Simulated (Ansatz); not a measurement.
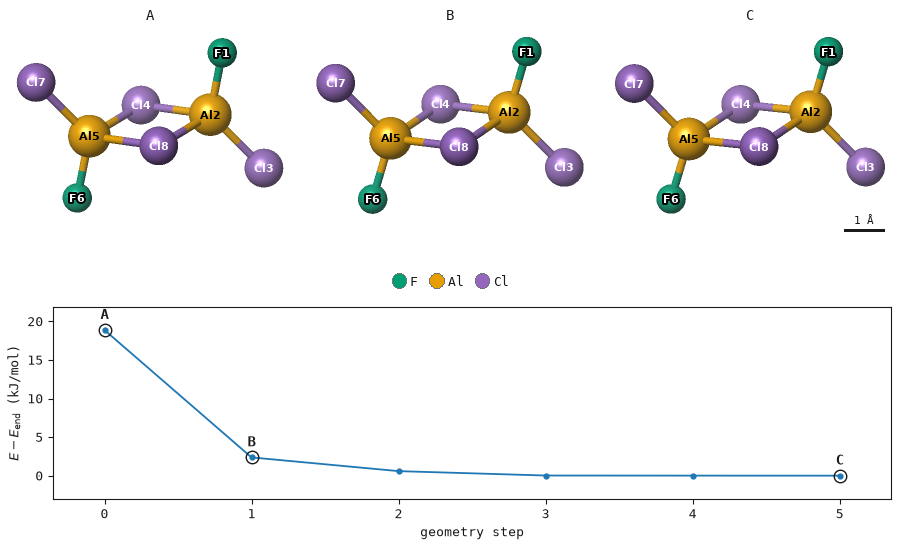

Frames of a relaxation of Al₂Cl₄F₂, marked on the history of the run. Style: ball-and-stick. Shown from a free direction.

The start comes from GFN2-xTB.

Theory: RKS PBE0-D4/def2-TZVP (Ansatz).

Input
```yaml
crystal:
  periodic: [false, false, false]
  atoms:
    - {symbol: F, position_ang: [2.347550, -0.711290, 0.839780]}
    - {symbol: Al, position_ang: [0.805950, -1.210560, 0.521230]}
    - {symbol: Cl, position_ang: [0.057540, -3.065400, 0.752580]}
    - {symbol: Cl, position_ang: [0.416780, -0.357160, -1.474070]}
    - {symbol: Al, position_ang: [-0.805860, 1.210560, -0.520950]}
    - {symbol: F, position_ang: [-2.349880, 0.718420, -0.839650]}
    - {symbol: Cl, position_ang: [-0.049940, 3.062000, -0.752590]}
    - {symbol: Cl, position_ang: [-0.422140, 0.353420, 1.473670]}
basis:
  gaussian: {orbitals: def2-TZVP}
hamiltonian: {xc: pbe0, dispersion: d4}
relax: {f_tol: 0.005, max_steps: 150}
```

Launched with:
```bash
ansatz run in.yaml --threads 4 --pin off --events-out ev --progress --plain --max-ram 11315MiB
```

**What happens along the run?**

The energy falls by 18.9 kJ/mol in 5 geometry steps. The largest force component goes from 1.1 to 0.0045 eV/Å. The largest moves after the best rigid fit, 0.16 Å, are those of F1 and F6. Largest moves by element: F 0.16 Å, Al 0.08 Å, Cl 0.05 Å. Among the contacts that change: Al2–Cl3 2.013 → 2.070 Å, Al2–Cl4 2.205 → 2.259 Å, Al5–F6 1.652 → 1.635 Å. Among the angles between lasting bonds that change: Cl4–Al5–F6 102.9° → 108.1°, F6–Al5–Cl7 127.1° → 122.0°, Cl4–Al5–Cl7 113.3° → 111.3°. The run took 84 s on 4 threads of Arm Neoverse V1 (shared host). From step 0 to 1: F atoms move most (0.12 Å), energy −16.5 kJ/mol. From step 1 to 5: Al atoms move most (0.04 Å), energy −2.37 kJ/mol.

```csv
step,"E − E(0), kJ/mol","largest force component, eV/Å"
0,0.00,1.1068
1,-16.51,0.7140
2,-18.29,0.4085
3,-18.86,0.0617
4,-18.87,0.0292
5,-18.88,0.0045
```
